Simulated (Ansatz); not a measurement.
**BSiH₄ (doublet): one geometry, many settings at distance B1–H4 along a hydrogen transfer = 1.300 Å**

Aim: run BSiH₄ (doublet) at one geometry under a spread of methods and options, and see what each costs and gives.

The runs use Ansatz 0.2.0, Gaussian basis; the settings change from run to run.

5 further runs of the same task are left out: 4 that didn't finish, 1 set aside as unsound or not needed.

### Step 1. What is computed

The geometry derives from fragments relaxed apart (PBE0/def2-TZVP) and kept rigid, so it is no stationary point. A hydrogen atom is moved between rigid fragments.

6 atoms, charge 0, spin multiplicity 2.

Atoms are counted from 1 here; the program's logs count them from 0.

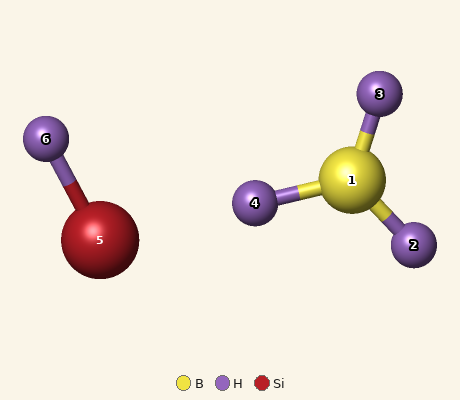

The geometry (boron yellow, hydrogen purple, silicon red); atoms are numbered from 1 in the order of the file.

### Step 2. CASSCF(9,5)/6-31G*

The input, in.yaml:

```yaml
crystal:
  periodic: [false, false, false]
  atoms:
    - {symbol: B, position_ang: [-2.299800, 0.034738, 0.000000]}
    - {symbol: H, position_ang: [-2.896533, 1.068310, 0.000000]}
    - {symbol: H, position_ang: [-2.896534, -0.998833, 0.000000]}
    - {symbol: H, position_ang: [-0.999800, 0.034738, 0.000000]}
    - {symbol: Si, position_ang: [1.076200, 0.034738, 0.000000]}
    - {symbol: H, position_ang: [1.472634, -1.444775, 0.000000]}
basis:
  gaussian: {orbitals: "6-31G*"}
magnetization: {spin_polarized: false, initial_magnetization: 1}
correlation: {active_space: {window: {electrons: 9, orbitals: 5}, states: [{multiplicity: 2, weights: [1, 0.5, 1, 1]}]}}
```

Command:

```sh
> ansatz run in.yaml --threads 1 --pin off --events-out ev --progress --plain --max-ram 2393MiB
```

Standard output:

```text
Functional definition: HF
  name "HF"
  cite "Fock, Z. Phys. 61, 126 (1930) doi:10.1007/BF01340294"
  parent pbe
  exchange = exact_x
  correlation = 0
747 factors; integrals over basis functions are off by at most 2.2e-7 eV
mean field evaluation 1: about -8591.8172 eV, gradient 1.2e1 eV
mean field evaluation 2: about -8591.8406 eV, gradient 1.2e1 eV
mean field evaluation 4: about -8592.9818 eV, gradient 6.6e-1 eV
mean field evaluation 8: about -8592.9859 eV, gradient 1.7e-1 eV
mean field evaluation 16: about -8592.2439 eV, gradient 1.6e-1 eV
mean field evaluation 32: about -8592.9223 eV, gradient 8.6e-1 eV
mean field -8592.98617892 eV, -315.7864175401 hartree, gradient 4.9e-6 eV, S^2 0.750000; 6 other end points of the search recorded, 0 dependent functions left out
reference -8592.98617892 eV, -315.7864175401 hartree; 12, 11 occupied and 30, 31 virtual orbitals, 747 factors
state -8592.16993448 eV, -315.7564211100 hartree
state -8588.28606109 eV, -315.6136913955 hartree
state -8583.98388261 eV, -315.4555892528 hartree
state -8583.20110903 eV, -315.4268228543 hartree
1 active orbitals were swapped for others, from the solution at -8586.52076397 eV, -315.5488179230 hartree to that at -8586.71370190 eV, -315.5559082614 hartree; typed "places" are swapped only where nearly empty or full, and so, without "given_window_search", are "orbital_numbers", "shells" and a window whose orbitals a file names under [Active]
Total energy: -8586.71370190 eV, -315.5559082614 hartree
```

Run time: 6 s. Hardware: 1 thread of Arm Neoverse N1, shared host.

From the report: 5 determinants; active occupations (of the averaged states) 2.00, 1.86, 1.71, 1.71, 1.71.

### Step 3. CCSD/6-31G*

Edit in.yaml of step 2 so:

```diff
@@ -12,2 +12,5 @@
 magnetization: {spin_polarized: false, initial_magnetization: 1}
-correlation: {active_space: {window: {electrons: 9, orbitals: 5}, states: [{multiplicity: 2, weights: [1, 0.5, 1, 1]}]}}
+hamiltonian: {xc: {name: PBE0}}
+correlation: {method: ccsd, electrons: valence}
+scf: {omitted_lower_state_checks: [cluster_reference]}
+output: {forces: true}
```

Launched as before.

Standard output, shortened:

```text
Functional definition: PBE0
  name "PBE0"
  cite "Adamo & Barone, J. Chem. Phys. 110, 6158 (1999) doi:10.1063/1.478522"
  cite "Perdew, Burke & Ernzerhof, Phys. Rev. Lett. 77, 3865 (1996) doi:10.1103/PhysRevLett.77.3865"
  parent pbe
[...]
432 factors; integrals over basis functions are off by at most 9.8e-4 eV
[...]
mean field -8609.64528493 eV, -316.3986283940 hartree, gradient 7.0e-6 eV, S^2 0.750000; 3 other end points of the search recorded, 0 dependent functions left out
6 core orbitals not correlated: weight in the atoms' cores, before any rotation towards them, 1.000 or more for the frozen orbitals, at most 0.000 for the correlated occupied ones
reference -8592.68612164 eV, -315.7753906384 hartree; 6, 5 occupied and 30, 31 virtual orbitals, 432 factors
second order -3.84086531 eV of doubles, -0.22517766 eV of singles
cycle   1  -4.69950529 eV  change   -6.4e-1 eV  update   6.8e-2
[...]
cycle  18  -4.99363302 eV  change   -5.1e-8 eV  update   1.7e-7
[...]
Total energy: -8597.67975466 eV, -315.9589032672 hartree
Atom 0 at    -2.299800     0.034738     0.000000 Å, force     1.301541    -0.163236     0.000000 eV/Å
Atom 1 at    -2.896533     1.068310     0.000000 Å, force     0.229995     0.094173     0.000000 eV/Å
Atom 2 at    -2.896534    -0.998833     0.000000 Å, force     0.151696    -0.075790     0.000000 eV/Å
Atom 3 at    -0.999800     0.034738     0.000000 Å, force    -1.965833    -0.068051    -0.000000 eV/Å
Atom 4 at     1.076200     0.034738     0.000000 Å, force     0.580349     0.459800    -0.000000 eV/Å
Atom 5 at     1.472634    -1.444775     0.000000 Å, force    -0.297747    -0.246896    -0.000000 eV/Å
Dipole moment:    -0.319421    -0.069861    -0.000000 e Å
Checks for a lower state left out: cluster_reference
```

Run time: 9 s. Hardware: 1 thread of Arm Neoverse N1, shared host.

From the report: correlation -4.9936 eV; T1 0.022; largest double amplitude 0.07. The orbitals are Kohn-Sham ones, so correlation energy and T1 don't compare with those on Hartree-Fock orbitals.

### Step 4. CCSD(T) on ROHF/cc-pVDZ

Edit in.yaml of step 3 so:

```diff
@@ -10,7 +10,4 @@
 basis:
-  gaussian: {orbitals: "6-31G*"}
+  gaussian: {orbitals: cc-pVDZ}
 magnetization: {spin_polarized: false, initial_magnetization: 1}
-hamiltonian: {xc: {name: PBE0}}
-correlation: {method: ccsd, electrons: valence}
-scf: {omitted_lower_state_checks: [cluster_reference]}
-output: {forces: true}
+correlation: {method: ccsd_t, electrons: all, diis_vectors: 2}
```

The command is unchanged.

Standard output, shortened:

```text
Functional definition: HF
  name "HF"
  cite "Fock, Z. Phys. 61, 126 (1930) doi:10.1007/BF01340294"
  parent pbe
[...]
488 factors; integrals over basis functions are off by at most 1.5e-3 eV
[...]
mean field -8593.52139802 eV, -315.8060864794 hartree, gradient 8.7e-6 eV, S^2 0.750000; 9 other end points of the search recorded, 0 dependent functions left out
[...]
determinant -8593.52139802 eV, -315.8060864794 hartree, with singles and doubles -8599.56892031 eV, -316.0283288244 hartree
determinant -8592.80444700 eV, -315.7797390152 hartree, with singles and doubles -8598.94094141 eV, -316.0052510255 hartree
determinant -8590.52722664 eV, -315.6960527104 hartree, with singles and doubles -8597.31526236 eV, -315.9455084220 hartree
determinant -8590.18016951 eV, -315.6832985962 hartree, with singles and doubles -8596.42551167 eV, -315.9128106875 hartree
reference -8593.52139802 eV, -315.8060864794 hartree; 12, 11 occupied and 40, 41 virtual orbitals, 488 factors
second order -4.72592568 eV of doubles, -0.06350721 eV of singles
cycle   1  -6.04717754 eV  change    3.4e-4 eV  update   1.3e-3
[...]
cycle   8  -6.04734509 eV  change   -2.2e-5 eV  update   1.9e-5
perturbative correction -0.12550051 eV, -0.0046120587 hartree
Total energy: -8599.69424362 eV, -316.0329343710 hartree
```

Wall time 17 s (1 thread of Arm Neoverse N1, shared host).

From the report: correlation -6.1728 eV; T1 0.012; largest double amplitude 0.07.

### Step 5. CCSD on ROHF/cc-pVDZ

Edit in.yaml of step 4 so:

```diff
@@ -12,2 +12,4 @@
 magnetization: {spin_polarized: false, initial_magnetization: 1}
-correlation: {method: ccsd_t, electrons: all, diis_vectors: 2}
+correlation: {method: ccsd, electrons: outside_noble_gas}
+accuracy: high
+output: {forces: true}
```

Launched as before.

Standard output, shortened:

```text
Functional definition: HF
  name "HF"
  cite "Fock, Z. Phys. 61, 126 (1930) doi:10.1007/BF01340294"
  parent pbe
[...]
1119 factors; integrals over basis functions are off by at most 3.6e-9 eV
[...]
mean field -8593.52141732 eV, -315.8060871885 hartree, gradient 3.3e-8 eV, S^2 0.750000; 9 other end points of the search recorded, 0 dependent functions left out
[...]
determinant -8593.52141732 eV, -315.8060871885 hartree, with singles and doubles -8599.36901856 eV, -316.0209825704 hartree
determinant -8592.80446241 eV, -315.7797395814 hartree, with singles and doubles -8598.74157596 eV, -315.9979244801 hartree
determinant -8590.52725376 eV, -315.6960537071 hartree, with singles and doubles -8597.11551871 eV, -315.9381679786 hartree
determinant -8590.18018993 eV, -315.6832993466 hartree, with singles and doubles -8596.22882499 eV, -315.9055825853 hartree
[...]
reference -8593.52141732 eV, -315.8060871885 hartree; 6, 5 occupied and 40, 41 virtual orbitals, 1119 factors
second order -4.51217097 eV of doubles, -0.06335418 eV of singles
cycle   1  -5.84732783 eV  change    2.7e-4 eV  update   1.2e-3
[...]
cycle  22  -5.84747731 eV  change  -4.3e-11 eV  update   1.2e-9
[...]
Total energy: -8599.36889463 eV, -316.0209780162 hartree
Atom 0 at    -2.299800     0.034738     0.000000 Å, force     1.382861    -0.174393    -0.000000 eV/Å
Atom 1 at    -2.896533     1.068310     0.000000 Å, force     0.088428     0.354186     0.000000 eV/Å
Atom 2 at    -2.896534    -0.998833     0.000000 Å, force     0.008629    -0.329928     0.000000 eV/Å
Atom 3 at    -0.999800     0.034738     0.000000 Å, force    -1.650566    -0.061789    -0.000000 eV/Å
Atom 4 at     1.076200     0.034738     0.000000 Å, force     0.467436     0.461843     0.000000 eV/Å
Atom 5 at     1.472634    -1.444775     0.000000 Å, force    -0.296788    -0.249919    -0.000000 eV/Å
Dipole moment:    -0.295787    -0.022495     0.000000 e Å
```

Run time: 29 s. Hardware: 1 thread of Arm Neoverse N1, shared host; peak memory 0.29 GiB.

From the report: correlation -5.8475 eV; T1 0.018; largest double amplitude 0.07.

### Step 6. The runs in one table

Where basis and cores are those of an earlier UCCSDT(Q)/cc-pVDZ run (-8599.5234 eV), and the state is the same kind, the miss against it is given.

```tsv
level	correlated	functions	energy (eV)	from UCCSDT(Q) (meV)	time
CASSCF(9,5)/6-31G* (mean of several states)		42	-8586.7137		6 s
CCSD/6-31G* (on PBE0 orbitals)	valence	42	-8597.6798		9 s
CCSD(T) on ROHF/cc-pVDZ	all	52	-8599.6942		17 s
CCSD on ROHF/cc-pVDZ	outside noble gas	52	-8599.3689	154.5	29 s
```

### Step 7. What came out

```
quantity                                             value
    runs                                                 4
quickest  CASSCF(9,5)/6-31G* (mean of several states), 6 s
 slowest                        CCSD on ROHF/cc-pVDZ, 29 s
```

Total energies in different bases, with other cores or another treatment of relativity can't be set against each other. CCSD on ROHF/cc-pVDZ took 5 times as long as CASSCF(9,5)/6-31G* (mean of several states); the jobs differ in more than the method.
